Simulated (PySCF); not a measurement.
# C₂H₈BNSi: core binding energies at several levels of theory, part 1 of 3

Aim: compute the core binding energies of C₂H₈BNSi (`C#C[SiH2][BH2-][NH3+]`) at several levels, and see how far they spread and what each costs.

Programs: PySCF 2.14.0, with density-fitted response routines of our own. Each step states its level of theory. These are calculated values for one molecule in the gas phase, unless marked as measured. Atoms count from 0, in the outputs and in this text.

### Step 1. Starting geometry

13 atoms, charge 0, multiplicity 1; geometry from: PBE0-D3(BJ)/def2-SVP.

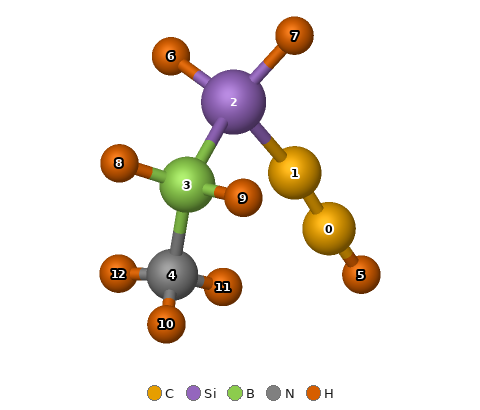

The starting geometry (carbon amber, silicon purple, boron green, nitrogen grey, hydrogen orange), atoms numbered.

### Step 2. Core holes by ΔSCF: SCAN, X2C

Job settings and geometry (Å):

```
{"job": {"kind": "xps"}, "charge": 0, "multiplicity": 1}
C      2.109356    -1.380468    -0.614675
C      1.698093    -0.289710    -0.248789
Si     0.794657     1.252869     0.294561
B     -1.086232     0.588549     0.669356
N     -1.342129    -0.647535    -0.347041
H      2.534937    -2.316118    -0.933241
H      0.996659     2.221269    -0.837293
H      1.538620     1.811648     1.467234
H     -1.965283     1.414427     0.484923
H     -1.107916     0.113307     1.795124
H     -2.134503    -1.219021    -0.052183
H     -0.503345    -1.242735    -0.391152
H     -1.528335    -0.325982    -1.298167
```

Method: delta-SCF UKS SCAN, pcX-2 on the ionised atom, pcseg-1 elsewhere, spin-free X2C.

Command:

```bash
$ OMP_NUM_THREADS=1 python probes_run.py task.json out
```

One launch serves the whole session: the jobs run in the order shown.

Log:

```text
ground state, core basis on atom 0 (C), 145 functions
  cycle   1  E = -450.48906484  |g| = 5.15e-01
  cycle   2  E = -450.43359353  |g| = 6.66e-01
  cycle   3  E = -450.54836191  |g| = 2.95e-01
  cycle   4  E = -450.57109325  |g| = 4.90e-02
  cycle   5  E = -450.57176043  |g| = 1.48e-02
  cycle   6  E = -450.57183197  |g| = 4.53e-03
  cycle   7  E = -450.57183675  |g| = 1.61e-03
  cycle   8  E = -450.57183835  |g| = 3.33e-04
  E(ground) = -450.61073915 Eh
hole in C 1s of atom 0
  cycle   1  E = -439.32721903  |g| = 1.50e+00
  cycle   2  E = -435.18475789  |g| = 2.56e+00
  cycle   3  E = -439.33352754  |g| = 8.92e-01
  cycle   4  E = -439.68706182  |g| = 6.84e-01
  cycle   5  E = -439.85454177  |g| = 3.36e-01
  cycle   6  E = -439.91126804  |g| = 6.68e-02
  cycle   7  E = -439.91414281  |g| = 2.10e-02
  cycle   8  E = -439.91463645  |g| = 9.87e-03
  cycle   9  E = -439.91480579  |g| = 7.43e-03
  cycle  10  E = -439.91490558  |g| = 4.52e-03
  cycle  11  E = -439.91494503  |g| = 1.99e-03
  cycle  12  E = -439.91495099  |g| = 7.99e-04
  cycle  13  E = -439.91495202  |g| = 2.25e-04
  E(ion) = -439.95277987 Eh   <S^2> = 0.8378   hole on atom = 1.000   binding energy = 290.018 eV
ground state, core basis on atom 1 (C), 145 functions
  cycle   1  E = -450.57194699  |g| = 6.66e-02
  cycle   2  E = -450.56944317  |g| = 1.03e-01
  cycle   3  E = -450.57171168  |g| = 4.61e-02
  cycle   4  E = -450.57229041  |g| = 4.00e-03
  cycle   5  E = -450.57229615  |g| = 6.02e-04
  cycle   6  E = -450.57229596  |g| = 1.63e-04
  E(ground) = -450.61112756 Eh
hole in C 1s of atom 1
  cycle   1  E = -439.33548929  |g| = 1.51e+00
  cycle   2  E = -434.92144683  |g| = 2.66e+00
  cycle   3  E = -439.25640031  |g| = 9.21e-01
  cycle   4  E = -439.64667198  |g| = 7.52e-01
  cycle   5  E = -439.87834083  |g| = 2.72e-01
  cycle   6  E = -439.91240950  |g| = 6.60e-02
  cycle   7  E = -439.91565238  |g| = 1.71e-02
  cycle   8  E = -439.91614645  |g| = 1.08e-02
  cycle   9  E = -439.91639598  |g| = 8.13e-03
  cycle  10  E = -439.91658706  |g| = 5.50e-03
  cycle  11  E = -439.91668349  |g| = 2.34e-03
  cycle  12  E = -439.91669463  |g| = 9.49e-04
  cycle  13  E = -439.91669611  |g| = 4.01e-04
  E(ion) = -439.95444479 Eh   <S^2> = 0.8673   hole on atom = 1.000   binding energy = 289.983 eV
ground state, core basis on atom 2 (Si), 156 functions
  cycle   1  E = -450.66163212  |g| = 2.87e-01
  cycle   2  E = -450.66049454  |g| = 7.68e-02
  cycle   3  E = -450.65235203  |g| = 1.86e-01
  cycle   4  E = -450.66188393  |g| = 1.32e-02
  cycle   5  E = -450.66191366  |g| = 1.27e-03
  cycle   6  E = -450.66191222  |g| = 2.69e-04
  E(ground) = -450.65890236 Eh
hole in Si 1s of atom 2
  cycle   1  E = -381.76513345  |g| = 4.35e+00
  cycle   2  E = -381.76402054  |g| = 2.16e+00
  cycle   3  E = -381.98073918  |g| = 1.17e+00
  cycle   4  E = -382.54262124  |g| = 7.03e-01
  cycle   5  E = -382.80377369  |g| = 2.07e-01
  cycle   6  E = -382.82623695  |g| = 5.14e-02
  cycle   7  E = -382.82770023  |g| = 1.79e-02
  cycle   8  E = -382.82789913  |g| = 4.19e-03
  cycle   9  E = -382.82790962  |g| = 1.58e-03
  cycle  10  E = -382.82791039  |g| = 5.93e-04
  cycle  11  E = -382.82791144  |g| = 2.80e-04
  E(ion) = -382.83282439 Eh   <S^2> = 0.7523   hole on atom = 1.000   binding energy = 1845.642 eV
hole in Si 2p of atom 2
  cycle   1  E = -446.42595205  |g| = 1.24e+00
  cycle   2  E = -446.15194958  |g| = 1.19e+00
  cycle   3  E = -446.49208980  |g| = 6.73e-01
  cycle   4  E = -446.72911037  |g| = 2.23e-01
  cycle   5  E = -446.75248934  |g| = 7.15e-02
  cycle   6  E = -446.75527535  |g| = 1.93e-02
  cycle   7  E = -446.75550693  |g| = 4.67e-03
  cycle   8  E = -446.75551910  |g| = 1.57e-03
  cycle   9  E = -446.75552108  |g| = 5.90e-04
  cycle  10  E = -446.75552093  |g| = 2.03e-04
  E(ion) = -446.76374010 Eh   <S^2> = 0.7520   hole on atom = 1.003   binding energy = 105.993 eV
  2p3/2 = 105.827 eV   2p1/2 = 106.454 eV
ground state, core basis on atom 3 (B), 145 functions
  cycle   1  E = -450.56058282  |g| = 4.99e-02
  cycle   2  E = -450.56049639  |g| = 2.92e-02
  cycle   3  E = -450.56065869  |g| = 1.89e-02
  cycle   4  E = -450.56074113  |g| = 1.10e-02
  cycle   5  E = -450.56077423  |g| = 1.50e-03
  cycle   6  E = -450.56077347  |g| = 2.97e-04
  E(ground) = -450.60034946 Eh
hole in B 1s of atom 3
  cycle   1  E = -443.00096307  |g| = 1.18e+00
  cycle   2  E = -441.18840302  |g| = 1.98e+00
  cycle   3  E = -443.29989062  |g| = 4.59e-01
  cycle   4  E = -443.38145411  |g| = 3.02e-01
  cycle   5  E = -443.40777139  |g| = 2.02e-01
  cycle   6  E = -443.42913660  |g| = 6.11e-02
  cycle   7  E = -443.43103538  |g| = 1.13e-02
  cycle   8  E = -443.43109379  |g| = 5.78e-03
  cycle   9  E = -443.43111800  |g| = 1.94e-03
  cycle  10  E = -443.43112240  |g| = 7.06e-04
  cycle  11  E = -443.43112242  |g| = 2.88e-04
  E(ion) = -443.47192987 Eh   <S^2> = 0.7722   hole on atom = 1.000   binding energy = 193.974 eV
ground state, core basis on atom 4 (N), 145 functions
  cycle   1  E = -450.58064847  |g| = 7.25e-02
  cycle   2  E = -450.58062273  |g| = 1.48e-02
  cycle   3  E = -450.58057458  |g| = 1.98e-02
  cycle   4  E = -450.58068547  |g| = 4.55e-03
  cycle   5  E = -450.58069162  |g| = 8.39e-04
  cycle   6  E = -450.58069155  |g| = 1.22e-04
  E(ground) = -450.61694154 Eh
hole in N 1s of atom 4
  cycle   1  E = -434.90294776  |g| = 1.85e+00
  cycle   2  E = -429.71455170  |g| = 3.21e+00
  cycle   3  E = -435.16154916  |g| = 7.30e-01
  cycle   4  E = -435.38040480  |g| = 5.33e-01
  cycle   5  E = -435.57788899  |g| = 1.14e-01
  cycle   6  E = -435.58328305  |g| = 7.42e-02
  cycle   7  E = -435.58514102  |g| = 5.40e-02
  cycle   8  E = -435.58672591  |g| = 4.60e-03
  cycle   9  E = -435.58674036  |g| = 1.70e-03
  cycle  10  E = -435.58674264  |g| = 8.15e-04
  cycle  11  E = -435.58674248  |g| = 2.99e-04
  E(ion) = -435.62250725 Eh   <S^2> = 0.7655   hole on atom = 1.000   binding energy = 408.019 eV
```

Run time: 43 s. Hardware: 1 thread of Arm Neoverse V1, shared host; peak memory 0.52 GiB.

Binding energies by hole, beside the orbital energy of the ground state; the difference holds orbital relaxation and, for a density functional, its self-interaction error:

```tsv
hole	stands for	environment	ΔSCF (eV; 2p as the shell's mean)	−ε (eV)	⟨S²⟩
C1s on C0	C0	terminal alkyne carbon	290.02	273.6	0.838
C1s on C1	C1	alkyne carbon	289.98 (doubtful)	273.4	0.867
Si1s on Si2	Si2	silicon bonded to C, B, 2 H	1845.64	1792.6	0.752
Si2p on Si2	Si2	silicon bonded to C, B, 2 H	106.04	95.4	0.752
B1s on B3	B3	boron bonded to N, Si, 2 H	193.97	178.8	0.772
N1s on N4	N4	donor nitrogen of a Lewis adduct	408.02	388.5	0.765
```

Doubtful: the ion did not converge, its hole moved, or its ⟨S²⟩ is well above 0.75. Rows just under that mark are hardly safer.

With the spin-orbit splitting: Si2 2p3/2 105.83, 2p1/2 106.45 eV. The table gives each 2p level as the mean over the whole 2p shell (two parts 2p3/2, one part 2p1/2), which differs a little from the single hole in the log.

### Step 3. Core-electron binding energies: B3LYP, X2C

Settings changed since step 2:

```diff
@@ -1,2 +1,2 @@
-{"job": {"kind": "xps"}, "charge": 0, "multiplicity": 1}
+{"job": {"kind": "xps", "xc": "B3LYP"}, "charge": 0, "multiplicity": 1}
 C      2.109356    -1.380468    -0.614675
```

With the program's defaults for keys left out, this is: delta-SCF UKS B3LYP, pcX-2 on the ionised atom, pcseg-1 elsewhere, spin-free X2C.

Log:

```text
ground state, core basis on atom 0 (C), 145 functions
  cycle   1  E = -450.63050137  |g| = 4.56e-01
  cycle   2  E = -450.62554848  |g| = 4.80e-01
  cycle   3  E = -450.68881313  |g| = 1.71e-01
  cycle   4  E = -450.69567934  |g| = 4.91e-02
  cycle   5  E = -450.69630475  |g| = 9.74e-03
  cycle   6  E = -450.69633402  |g| = 3.08e-03
  cycle   7  E = -450.69633589  |g| = 6.51e-04
  cycle   8  E = -450.69633533  |g| = 1.63e-04
  E(ground) = -450.69599558 Eh
hole in C 1s of atom 0
  cycle   1  E = -439.45442623  |g| = 1.51e+00
  cycle   2  E = -436.41939700  |g| = 2.53e+00
  cycle   3  E = -439.72676581  |g| = 6.54e-01
  cycle   4  E = -439.87035675  |g| = 5.76e-01
  cycle   5  E = -440.01150387  |g| = 1.99e-01
  cycle   6  E = -440.03038324  |g| = 3.50e-02
  cycle   7  E = -440.03119736  |g| = 8.94e-03
  cycle   8  E = -440.03128413  |g| = 4.42e-03
  cycle   9  E = -440.03130651  |g| = 2.67e-03
  cycle  10  E = -440.03132263  |g| = 1.33e-03
  cycle  11  E = -440.03132741  |g| = 5.19e-04
  cycle  12  E = -440.03132870  |g| = 1.28e-04
  E(ion) = -440.03093896 Eh   <S^2> = 0.7813   hole on atom = 1.000   binding energy = 290.211 eV
ground state, core basis on atom 1 (C), 145 functions
  cycle   1  E = -450.69635839  |g| = 4.53e-02
  cycle   2  E = -450.69591803  |g| = 4.64e-02
  cycle   3  E = -450.69618803  |g| = 3.31e-02
  cycle   4  E = -450.69646500  |g| = 3.99e-03
  cycle   5  E = -450.69646971  |g| = 2.18e-04
  E(ground) = -450.69625366 Eh
hole in C 1s of atom 1
  cycle   1  E = -439.46485189  |g| = 1.51e+00
  cycle   2  E = -437.65916696  |g| = 2.26e+00
  cycle   3  E = -439.89585804  |g| = 4.25e-01
  cycle   4  E = -439.89027392  |g| = 4.78e-01
  cycle   5  E = -440.02190645  |g| = 1.52e-01
  cycle   6  E = -440.03287410  |g| = 4.49e-02
  cycle   7  E = -440.03411715  |g| = 8.73e-03
  cycle   8  E = -440.03424100  |g| = 5.42e-03
  cycle   9  E = -440.03431423  |g| = 3.85e-03
  cycle  10  E = -440.03436341  |g| = 1.45e-03
  cycle  11  E = -440.03436767  |g| = 4.09e-04
  E(ion) = -440.03407944 Eh   <S^2> = 0.7869   hole on atom = 1.000   binding energy = 290.133 eV
ground state, core basis on atom 2 (Si), 156 functions
  cycle   1  E = -450.75862553  |g| = 1.64e-01
  cycle   2  E = -450.75871808  |g| = 3.39e-02
  cycle   3  E = -450.75874733  |g| = 2.05e-02
  cycle   4  E = -450.75878275  |g| = 1.17e-02
  cycle   5  E = -450.75881695  |g| = 1.55e-03
  cycle   6  E = -450.75881789  |g| = 1.87e-04
  E(ground) = -450.75858213 Eh
hole in Si 1s of atom 2
  cycle   1  E = -381.90116127  |g| = 4.39e+00
  cycle   2  E = -382.15315530  |g| = 2.03e+00
  cycle   3  E = -382.51715658  |g| = 9.13e-01
  cycle   4  E = -382.78490036  |g| = 6.03e-01
  cycle   5  E = -382.97235316  |g| = 1.43e-01
  cycle   6  E = -382.98278557  |g| = 2.99e-02
  cycle   7  E = -382.98329371  |g| = 8.12e-03
  cycle   8  E = -382.98333450  |g| = 1.38e-03
  cycle   9  E = -382.98333497  |g| = 5.42e-04
  cycle  10  E = -382.98333536  |g| = 1.41e-04
  E(ion) = -382.98302288 Eh   <S^2> = 0.7517   hole on atom = 1.000   binding energy = 1844.267 eV
hole in Si 2p of atom 2
  cycle   1  E = -446.53124041  |g| = 1.23e+00
  cycle   2  E = -446.43711770  |g| = 1.06e+00
  cycle   3  E = -446.73141988  |g| = 4.96e-01
  cycle   4  E = -446.85163039  |g| = 1.62e-01
  cycle   5  E = -446.86368526  |g| = 4.66e-02
  cycle   6  E = -446.86485068  |g| = 1.07e-02
  cycle   7  E = -446.86492168  |g| = 1.20e-03
  cycle   8  E = -446.86492335  |g| = 6.58e-04
  cycle   9  E = -446.86492299  |g| = 2.49e-04
  E(ion) = -446.86461157 Eh   <S^2> = 0.7522   hole on atom = 1.002   binding energy = 105.960 eV
  2p3/2 = 105.805 eV   2p1/2 = 106.429 eV
ground state, core basis on atom 3 (B), 145 functions
  cycle   1  E = -450.68732739  |g| = 3.34e-02
  cycle   2  E = -450.68734639  |g| = 1.02e-02
  cycle   3  E = -450.68736103  |g| = 7.77e-03
  cycle   4  E = -450.68737715  |g| = 3.05e-03
  cycle   5  E = -450.68737875  |g| = 6.10e-04
  cycle   6  E = -450.68737991  |g| = 9.69e-05
  E(ground) = -450.68721001 Eh
hole in B 1s of atom 3
  cycle   1  E = -443.11270738  |g| = 1.18e+00
  cycle   2  E = -442.64176705  |g| = 1.40e+00
  cycle   3  E = -443.51596319  |g| = 2.50e-01
  cycle   4  E = -443.52790864  |g| = 2.06e-01
  cycle   5  E = -443.54858121  |g| = 5.98e-02
  cycle   6  E = -443.55036705  |g| = 1.68e-02
  cycle   7  E = -443.55050438  |g| = 2.71e-03
  cycle   8  E = -443.55050779  |g| = 1.44e-03
  cycle   9  E = -443.55050967  |g| = 4.48e-04
  E(ion) = -443.55037487 Eh   <S^2> = 0.7596   hole on atom = 1.000   binding energy = 194.203 eV
ground state, core basis on atom 4 (N), 145 functions
  cycle   1  E = -450.70350378  |g| = 5.39e-02
  cycle   2  E = -450.70343906  |g| = 2.55e-02
  cycle   3  E = -450.70346940  |g| = 2.23e-02
  cycle   4  E = -450.70356779  |g| = 4.56e-03
  cycle   5  E = -450.70357350  |g| = 3.39e-04
  E(ground) = -450.70334351 Eh
hole in N 1s of atom 4
  cycle   1  E = -435.03549352  |g| = 1.86e+00
  cycle   2  E = -432.19139046  |g| = 2.68e+00
  cycle   3  E = -435.44034655  |g| = 6.21e-01
  cycle   4  E = -435.64610708  |g| = 3.18e-01
  cycle   5  E = -435.70522692  |g| = 1.10e-01
  cycle   6  E = -435.70797425  |g| = 8.88e-02
  cycle   7  E = -435.71207268  |g| = 1.07e-02
  cycle   8  E = -435.71213951  |g| = 2.19e-03
  cycle   9  E = -435.71214188  |g| = 6.45e-04
  cycle  10  E = -435.71214212  |g| = 1.93e-04
  E(ion) = -435.71197007 Eh   <S^2> = 0.7589   hole on atom = 1.000   binding energy = 407.936 eV
```

Wall time 46 s (1 thread of Arm Neoverse V1, shared host); peak memory 0.64 GiB.

The holes in one table. −ε is the ground-state orbital energy:

```tsv
hole	stands for	environment	ΔSCF (eV; 2p as the shell's mean)	−ε (eV)	⟨S²⟩
C1s on C0	C0	terminal alkyne carbon	290.21	277.0	0.781
C1s on C1	C1	alkyne carbon	290.13	276.7	0.787
Si1s on Si2	Si2	silicon bonded to C, B, 2 H	1844.27	1802.1	0.752
Si2p on Si2	Si2	silicon bonded to C, B, 2 H	106.01	98.0	0.752
B1s on B3	B3	boron bonded to N, Si, 2 H	194.20	182.4	0.760
N1s on N4	N4	donor nitrogen of a Lewis adduct	407.94	392.2	0.759
```

With the spin-orbit splitting: Si2 2p3/2 105.81, 2p1/2 106.43 eV. The table gives each 2p level as the mean over the whole 2p shell (two parts 2p3/2, one part 2p1/2), which differs a little from the single hole in the log.

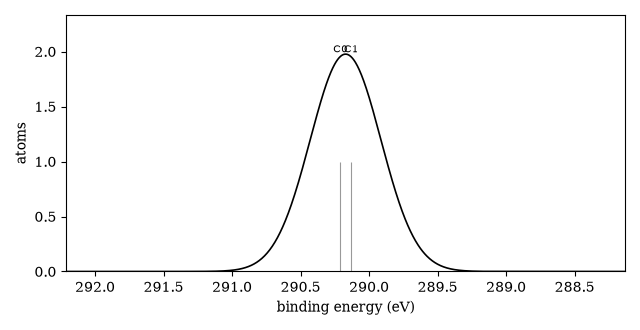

The C1s photoelectron lines, weighted by the number of atoms. Lines are broadened to a width of 0.60 eV (Gaussian).

### Step 4. Core holes by ΔSCF: PBE0, X2C

Settings changed since step 3:

```diff
@@ -1,2 +1,2 @@
-{"job": {"kind": "xps", "xc": "B3LYP"}, "charge": 0, "multiplicity": 1}
+{"job": {"kind": "xps", "xc": "PBE0"}, "charge": 0, "multiplicity": 1}
 C      2.109356    -1.380468    -0.614675
```

Method: delta-SCF UKS PBE0, pcX-2 on the ionised atom, pcseg-1 elsewhere, spin-free X2C.

Log:

```text
ground state, core basis on atom 0 (C), 145 functions
  cycle   1  E = -450.27905361  |g| = 4.22e-01
  cycle   2  E = -450.28610936  |g| = 4.02e-01
  cycle   3  E = -450.32962335  |g| = 1.53e-01
  cycle   4  E = -450.33510711  |g| = 4.30e-02
  cycle   5  E = -450.33559253  |g| = 6.41e-03
  cycle   6  E = -450.33560378  |g| = 1.62e-03
  cycle   7  E = -450.33560637  |g| = 4.88e-04
  E(ground) = -450.33535359 Eh
hole in C 1s of atom 0
  cycle   1  E = -439.11247626  |g| = 1.51e+00
  cycle   2  E = -437.17274337  |g| = 2.23e+00
  cycle   3  E = -439.51960227  |g| = 4.79e-01
  cycle   4  E = -439.60974099  |g| = 3.70e-01
  cycle   5  E = -439.67898306  |g| = 1.55e-01
  cycle   6  E = -439.68959625  |g| = 2.48e-02
  cycle   7  E = -439.69005889  |g| = 8.27e-03
  cycle   8  E = -439.69016988  |g| = 4.24e-03
  cycle   9  E = -439.69022102  |g| = 3.07e-03
  cycle  10  E = -439.69024871  |g| = 1.45e-03
  cycle  11  E = -439.69025111  |g| = 4.22e-04
  E(ion) = -439.68995163 Eh   <S^2> = 0.7965   hole on atom = 1.000   binding energy = 289.676 eV
ground state, core basis on atom 1 (C), 145 functions
  cycle   1  E = -450.33612968  |g| = 6.13e-02
  cycle   2  E = -450.33566112  |g| = 4.80e-02
  cycle   3  E = -450.33571203  |g| = 4.59e-02
  cycle   4  E = -450.33625128  |g| = 1.49e-03
  cycle   5  E = -450.33625183  |g| = 1.62e-04
  E(ground) = -450.33611261 Eh
hole in C 1s of atom 1
  cycle   1  E = -439.12094659  |g| = 1.51e+00
  cycle   2  E = -438.19637130  |g| = 1.91e+00
  cycle   3  E = -439.57612066  |g| = 5.01e-01
  cycle   4  E = -439.65815490  |g| = 2.53e-01
  cycle   5  E = -439.68621465  |g| = 8.67e-02
  cycle   6  E = -439.69137269  |g| = 1.74e-02
  cycle   7  E = -439.69169002  |g| = 7.27e-03
  cycle   8  E = -439.69185833  |g| = 4.85e-03
  cycle   9  E = -439.69196603  |g| = 3.21e-03
  cycle  10  E = -439.69199193  |g| = 9.71e-04
  cycle  11  E = -439.69199373  |g| = 2.47e-04
  E(ion) = -439.69176600 Eh   <S^2> = 0.8096   hole on atom = 1.000   binding energy = 289.647 eV
ground state, core basis on atom 2 (Si), 156 functions
  cycle   1  E = -450.39766975  |g| = 2.08e-01
  cycle   2  E = -450.39771320  |g| = 2.68e-02
  cycle   3  E = -450.39765271  |g| = 2.66e-02
  cycle   4  E = -450.39777162  |g| = 1.27e-02
  cycle   5  E = -450.39781277  |g| = 1.26e-03
  cycle   6  E = -450.39781371  |g| = 1.32e-04
  E(ground) = -450.39763458 Eh
hole in Si 1s of atom 2
  cycle   1  E = -381.57061111  |g| = 4.38e+00
  cycle   2  E = -381.95045383  |g| = 1.90e+00
  cycle   3  E = -382.29296798  |g| = 8.06e-01
  cycle   4  E = -382.50475302  |g| = 5.24e-01
  cycle   5  E = -382.64556458  |g| = 1.13e-01
  cycle   6  E = -382.65213007  |g| = 2.19e-02
  cycle   7  E = -382.65240143  |g| = 5.81e-03
  cycle   8  E = -382.65242162  |g| = 1.04e-03
  cycle   9  E = -382.65242165  |g| = 4.09e-04
  E(ion) = -382.65217291 Eh   <S^2> = 0.7518   hole on atom = 1.000   binding energy = 1843.448 eV
hole in Si 2p of atom 2
  cycle   1  E = -446.18257699  |g| = 1.23e+00
  cycle   2  E = -446.15464261  |g| = 9.79e-01
  cycle   3  E = -446.40856379  |g| = 4.45e-01
  cycle   4  E = -446.50544861  |g| = 1.39e-01
  cycle   5  E = -446.51443995  |g| = 3.84e-02
  cycle   6  E = -446.51524043  |g| = 8.24e-03
  cycle   7  E = -446.51528343  |g| = 1.06e-03
  cycle   8  E = -446.51528368  |g| = 5.96e-04
  cycle   9  E = -446.51528374  |g| = 2.49e-04
  E(ion) = -446.51503272 Eh   <S^2> = 0.7527   hole on atom = 1.002   binding energy = 105.651 eV
  2p3/2 = 105.495 eV   2p1/2 = 106.116 eV
ground state, core basis on atom 3 (B), 145 functions
  cycle   1  E = -450.32638021  |g| = 4.48e-02
  cycle   2  E = -450.32639361  |g| = 7.56e-03
  cycle   3  E = -450.32639362  |g| = 7.27e-03
  cycle   4  E = -450.32640924  |g| = 1.81e-03
  cycle   5  E = -450.32641140  |g| = 4.35e-04
  E(ground) = -450.32630474 Eh
hole in B 1s of atom 3
  cycle   1  E = -442.77659878  |g| = 1.18e+00
  cycle   2  E = -442.48035275  |g| = 1.26e+00
  cycle   3  E = -443.18256935  |g| = 2.38e-01
  cycle   4  E = -443.19782724  |g| = 1.71e-01
  cycle   5  E = -443.21186556  |g| = 4.67e-02
  cycle   6  E = -443.21292063  |g| = 1.48e-02
  cycle   7  E = -443.21302463  |g| = 2.32e-03
  cycle   8  E = -443.21302979  |g| = 1.24e-03
  cycle   9  E = -443.21303101  |g| = 4.89e-04
  E(ion) = -443.21291704 Eh   <S^2> = 0.7643   hole on atom = 1.000   binding energy = 193.565 eV
ground state, core basis on atom 4 (N), 145 functions
  cycle   1  E = -450.34310074  |g| = 7.26e-02
  cycle   2  E = -450.34307293  |g| = 1.92e-02
  cycle   3  E = -450.34304318  |g| = 2.24e-02
  cycle   4  E = -450.34314162  |g| = 3.97e-03
  cycle   5  E = -450.34314475  |g| = 1.32e-04
  E(ground) = -450.34298999 Eh
hole in N 1s of atom 4
  cycle   1  E = -434.69111583  |g| = 1.86e+00
  cycle   2  E = -433.47953176  |g| = 2.19e+00
  cycle   3  E = -435.23729819  |g| = 4.72e-01
  cycle   4  E = -435.34088412  |g| = 2.08e-01
  cycle   5  E = -435.36472438  |g| = 8.43e-02
  cycle   6  E = -435.36723091  |g| = 5.24e-02
  cycle   7  E = -435.36865407  |g| = 6.22e-03
  cycle   8  E = -435.36868683  |g| = 1.96e-03
  cycle   9  E = -435.36869045  |g| = 7.82e-04
  cycle  10  E = -435.36869041  |g| = 1.91e-04
  E(ion) = -435.36855476 Eh   <S^2> = 0.7608   hole on atom = 1.000   binding energy = 407.475 eV
```

Run time: 45 s. Hardware: 1 thread of Arm Neoverse V1, shared host; peak memory 0.64 GiB.

The holes in one table. −ε is the ground-state orbital energy:

```tsv
hole	stands for	environment	ΔSCF (eV; 2p as the shell's mean)	−ε (eV)	⟨S²⟩
C1s on C0	C0	terminal alkyne carbon	289.68	278.4	0.796
C1s on C1	C1	alkyne carbon	289.65	278.2	0.810
Si1s on Si2	Si2	silicon bonded to C, B, 2 H	1843.45	1805.8	0.752
Si2p on Si2	Si2	silicon bonded to C, B, 2 H	105.70	98.8	0.753
B1s on B3	B3	boron bonded to N, Si, 2 H	193.57	183.3	0.764
N1s on N4	N4	donor nitrogen of a Lewis adduct	407.48	394.0	0.761
```

With the spin-orbit splitting: Si2 2p3/2 105.49, 2p1/2 106.12 eV. The table gives each 2p level as the mean over the whole 2p shell (two parts 2p3/2, one part 2p1/2), which differs a little from the single hole in the log.

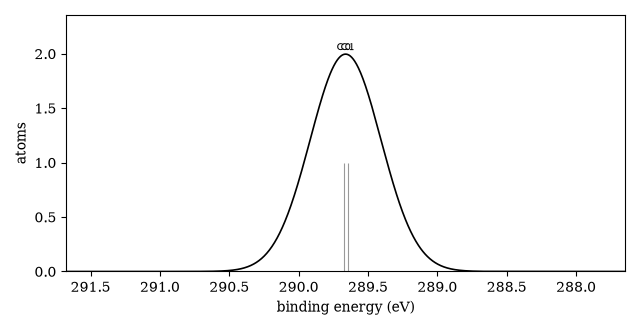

The C1s photoelectron lines, weighted by the number of atoms. Lines are broadened to a width of 0.60 eV (Gaussian).

(Continued in part 2 of 3.)
